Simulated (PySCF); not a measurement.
# Tb(SH)3: other functionals and bases at one geometry

How far do other levels of theory move the description of Tb(SH)3, and what does each cost? The structure is generated, not taken from experiment.

Method: several levels, as the steps say, no spin–orbit coupling; program: PySCF 2.14.0.

1 further run of the same task is left out (for a known fault of the program).

### 1 Starting geometry

7 atoms, charge 0, spin multiplicity 1.

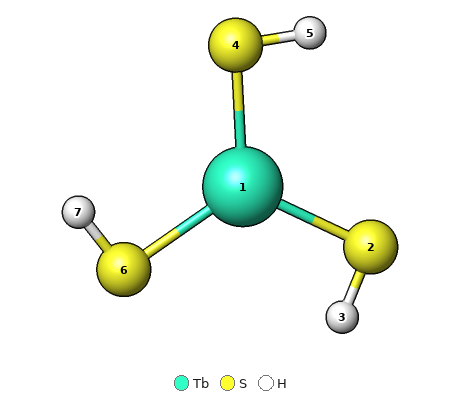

The structure; terbium teal, sulfur yellow, hydrogen white; atoms are numbered from 1 in the order of the file.

Coordinates:

```
Tb    0.0000    0.0000    0.8901
S     2.5546    0.4165    0.9479
H     2.8739   -0.9002    0.9611
S    -1.6380    2.0041    0.9479
H    -0.6573    2.9390    0.9611
S    -0.9166   -2.4206    0.9479
H    -2.2165   -2.0387    0.9611
```

Formal oxidation states: Tb +3. Each metal's 8 4f electrons lie in its core potential, so multiplicities, spins and levels count the valence alone. An earlier session relaxed this geometry at PBE0, Tb lcecp-1-SVP with ECP54, S def2-SVP, H def2-SVP (singlet, point group C3).

At PBE0 on the finer grid: E = -1232.226629 Eh, HOMO -7.43 eV, LUMO -2.47 eV, Mulliken charge on Tb1 +0.84 e, largest force component 0.015 eV/Å. 

Levels to run: M06-L; BLYP; PBE0, TZVP. Hardware: 2 threads of Arm Neoverse V2, shared host.

### 2 M06-L

Input file run.py (the lines that set the calculation):

```python
mol = gto.M(atom='''
Tb     0.00000     0.00000     0.89008
S      2.55461     0.41647     0.94793
H      2.87386    -0.90023     0.96109
S     -1.63798     2.00412     0.94793
H     -0.65730     2.93895     0.96109
S     -0.91663    -2.42059     0.94793
H     -2.21655    -2.03872     0.96109''',
    basis={'Tb': 'lcecp-1-SVP', 'S': 'def2-SVP', 'H': 'def2-SVP'},
    ecp={'Tb': 'lcecp-1-SVP'},
    charge=0, spin=0)
mf = dft.RKS(mol, xc='M06L')
mf.grids.atom_grid = (75, 302)  # f atoms: unpruned, at least (60, 302)
mf = mf.density_fit()  # fitting sets: Tb AutoAux, S def2-universal-JKFIT, H def2-universal-JKFIT
mf.conv_tol = 1e-08; mf.max_cycle = 55
mf.kernel(dm0)  # dm0: the density of the relaxed state
```

Command:

```console
$ OMP_NUM_THREADS=2 python run.py
```

The program printed:

```text
init E= -1232.66548393386
  HOMO = -0.240245687345921  LUMO = -0.082400964822859  gap/eV = 4.29517
cycle= 1 E= -1232.66940074727  delta_E= -0.00392  |g|= 0.0337  |ddm|= 0.265
  HOMO = -0.232930616152092  LUMO = -0.0847895030053012  gap/eV = 4.03113
cycle= 2 E= -1232.66875096592  delta_E= 0.00065  |g|= 0.0508  |ddm|= 0.116
  HOMO = -0.235126333042125  LUMO = -0.0802525137052892  gap/eV = 4.21433
cycle= 3 E= -1232.6696724504  delta_E= -0.000921  |g|= 0.0118  |ddm|= 0.0912
  HOMO = -0.235553997257557  LUMO = -0.0819261760185282  gap/eV = 4.18043
cycle= 4 E= -1232.66973056498  delta_E= -5.81e-05  |g|= 0.00141  |ddm|= 0.0209
  HOMO = -0.235331563914088  LUMO = -0.0817559243445476  gap/eV = 4.17901
cycle= 5 E= -1232.6697311752  delta_E= -6.1e-07  |g|= 0.00031  |ddm|= 0.00222
  HOMO = -0.235320366040001  LUMO = -0.0817482214693998  gap/eV = 4.17891
cycle= 6 E= -1232.66973120706  delta_E= -3.19e-08  |g|= 0.000119  |ddm|= 0.000634
  HOMO = -0.23531556656287  LUMO = -0.0817493605046236  gap/eV = 4.17875
cycle= 7 E= -1232.66973121189  delta_E= -4.82e-09  |g|= 2.27e-05  |ddm|= 0.000169
  HOMO = -0.235316770036505  LUMO = -0.0817559109242825  gap/eV = 4.17860
Extra cycle  E= -1232.66973121165  delta_E= 2.39e-10  |g|= 3.27e-05  |ddm|= 8.93e-05
converged SCF energy = -1232.66973121165
```

Run time: 7.3 s. Hardware: 2 threads of Arm Neoverse V2, shared host.

It gives: E = -1232.669731 Eh, HOMO -6.40 eV, LUMO -2.22 eV, Mulliken charge on Tb1 +1.05 e, largest force component 0.215 eV/Å. 

### 3 BLYP

Changes to run.py (the lines that set the calculation) since step 2:

```diff
@@ -11,3 +11,3 @@
     charge=0, spin=0)
-mf = dft.RKS(mol, xc='M06L')
+mf = dft.RKS(mol, xc='BLYP')
 mf.grids.atom_grid = (75, 302)  # f atoms: unpruned, at least (60, 302)
```

Command:

```console
$ OMP_NUM_THREADS=2 python run.py
```

The program printed:

```text
init E= -1232.59869665745
  HOMO = -0.220612494941307  LUMO = -0.121690459856993  gap/eV = 2.69181
cycle= 1 E= -1232.601517845  delta_E= -0.00282  |g|= 0.0757  |ddm|= 0.395
  HOMO = -0.222579256665518  LUMO = -0.0986412110133976  gap/eV = 3.37253
cycle= 2 E= -1232.59085387809  delta_E= 0.0107  |g|= 0.177  |ddm|= 0.409
  HOMO = -0.219764134180693  LUMO = -0.112681900717337  gap/eV = 2.91386
cycle= 3 E= -1232.60393616597  delta_E= -0.0131  |g|= 0.00747  |ddm|= 0.283
  HOMO = -0.220781887422876  LUMO = -0.113896580464594  gap/eV = 2.90850
cycle= 4 E= -1232.60395473398  delta_E= -1.86e-05  |g|= 0.00126  |ddm|= 0.0152
  HOMO = -0.220657480032248  LUMO = -0.113833019268871  gap/eV = 2.90684
cycle= 5 E= -1232.6039551933  delta_E= -4.59e-07  |g|= 0.000382  |ddm|= 0.00181
  HOMO = -0.220687793045141  LUMO = -0.113836909882203  gap/eV = 2.90756
cycle= 6 E= -1232.60395523744  delta_E= -4.41e-08  |g|= 9.3e-05  |ddm|= 0.000553
  HOMO = -0.22068315166163  LUMO = -0.113829225022275  gap/eV = 2.90764
cycle= 7 E= -1232.60395524053  delta_E= -3.09e-09  |g|= 2.14e-05  |ddm|= 0.000147
  HOMO = -0.220684473574304  LUMO = -0.113827779726133  gap/eV = 2.90772
Extra cycle  E= -1232.60395524031  delta_E= 2.2e-10  |g|= 3.26e-05  |ddm|= 7.22e-05
converged SCF energy = -1232.60395524031
```

Run time: 5.1 s. Hardware: 2 threads of Arm Neoverse V2, shared host.

It gives: E = -1232.603955 Eh, HOMO -6.01 eV, LUMO -3.10 eV, Mulliken charge on Tb1 +0.61 e, largest force component 0.423 eV/Å. 

### 4 PBE0, TZVP

Basis: Tb lcecp-1-TZVP with ECP54, S def2-TZVP, H def2-TZVP. 

Input file run.py (the lines that set the calculation):

```python
mol = gto.M(atom='''
Tb     0.00000     0.00000     0.89008
S      2.55461     0.41647     0.94793
H      2.87386    -0.90023     0.96109
S     -1.63798     2.00412     0.94793
H     -0.65730     2.93895     0.96109
S     -0.91663    -2.42059     0.94793
H     -2.21655    -2.03872     0.96109''',
    basis={'Tb': 'lcecp-1-TZVP', 'S': 'def2-TZVP', 'H': 'def2-TZVP'},
    ecp={'Tb': 'lcecp-1-TZVP'},
    charge=0, spin=0)
mf = dft.RKS(mol, xc='PBE0')
mf.grids.atom_grid = (75, 302)  # f atoms: unpruned, at least (60, 302)
mf = mf.density_fit()  # fitting sets: Tb AutoAux, S def2-universal-JKFIT, H def2-universal-JKFIT
mf.conv_tol = 1e-08; mf.max_cycle = 55
mf.kernel(dm0)  # dm0: free metal ions and neutral atoms
```

Command:

```console
$ OMP_NUM_THREADS=2 python run.py
```

The program printed:

```text
init E= -1245.7675209943
  HOMO = -0.253707078950266  LUMO = -0.125176581880799  gap/eV = 3.49749
cycle= 1 E= -1232.5123978306  delta_E= 13.3  |g|= 1.37  |ddm|= 2.38
  HOMO = -0.30504610523337  LUMO = -0.0540116409291052  gap/eV = 6.83100
cycle= 2 E= -1232.49789654514  delta_E= 0.0145  |g|= 0.854  |ddm|= 1.16
  HOMO = -0.26675264686805  LUMO = -0.124888985098294  gap/eV = 3.86031
cycle= 3 E= -1232.58188886859  delta_E= -0.084  |g|= 0.398  |ddm|= 0.999
  HOMO = -0.271938539352169  LUMO = -0.0864172840658669  gap/eV = 5.04829
cycle= 4 E= -1232.63698501532  delta_E= -0.0551  |g|= 0.0222  |ddm|= 0.415
  HOMO = -0.276279286839258  LUMO = -0.0916367349133899  gap/eV = 5.02438
cycle= 5 E= -1232.63713467431  delta_E= -0.00015  |g|= 0.00759  |ddm|= 0.0438
  HOMO = -0.275103717221538  LUMO = -0.090386867828854  gap/eV = 5.02640
cycle= 6 E= -1232.63715230616  delta_E= -1.76e-05  |g|= 0.00223  |ddm|= 0.0111
  HOMO = -0.275278116526005  LUMO = -0.0903915754344993  gap/eV = 5.03102
cycle= 7 E= -1232.63715358582  delta_E= -1.28e-06  |g|= 0.000294  |ddm|= 0.00206
  HOMO = -0.275264850752081  LUMO = -0.0903838504888038  gap/eV = 5.03087
cycle= 8 E= -1232.63715360862  delta_E= -2.28e-08  |g|= 0.000143  |ddm|= 0.000369
  HOMO = -0.275264232967084  LUMO = -0.0903932966788022  gap/eV = 5.03059
cycle= 9 E= -1232.63715361566  delta_E= -7.04e-09  |g|= 2.76e-05  |ddm|= 0.000137
  HOMO = -0.275265075906897  LUMO = -0.0904011792664329  gap/eV = 5.03040
Extra cycle  E= -1232.63715361537  delta_E= 2.95e-10  |g|= 4.09e-05  |ddm|= 6.47e-05
converged SCF energy = -1232.63715361537
```

It took 14 s on 2 threads of Arm Neoverse V2, shared host.

It gives: E = -1232.637154 Eh, HOMO -7.49 eV, LUMO -2.46 eV, Mulliken charge on Tb1 +1.26 e, largest force component 0.211 eV/Å. 

### 5 All levels side by side

| level | state | HOMO (eV) | gap (eV) | charge on Tb1 (e) | dipole (D) | largest force (eV/Å) | basis functions | time |
| --- | --- | --- | --- | --- | --- | --- | --- | --- |
| PBE0 (relaxed here) | singlet | -7.43 | 4.97 | 0.84 | 0.33 | 0.01 | 102 | 16 s |
| M06-L | singlet | -6.40 | 4.18 | 1.05 | 0.34 | 0.22 | 102 | 7.3 s |
| BLYP | singlet | -6.01 | 2.91 | 0.61 | 0.30 | 0.42 | 102 | 5.1 s |
| PBE0, TZVP | singlet | -7.49 | 5.03 | 1.26 | 0.34 | 0.21 | 176 | 14 s |

Times are on 2 threads of Arm Neoverse V2, shared host; the first row also made further properties.

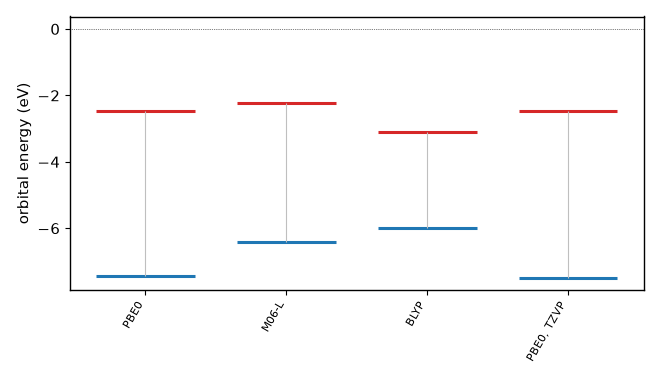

Highest filled and lowest empty level, method by method.

In one basis the HOMO–LUMO gap runs from 2.91 eV (BLYP) to 4.97 eV (PBE0). The largest leftover force, 0.42 eV/Å with BLYP, stands at a geometry relaxed at another level. The Mulliken charge on Tb spans +0.61 to +1.26 e over the levels. With 4f in the core, its levels are missing from HOMO and gap. Total energies of different levels can't be compared. Spin–orbit coupling is left out throughout.
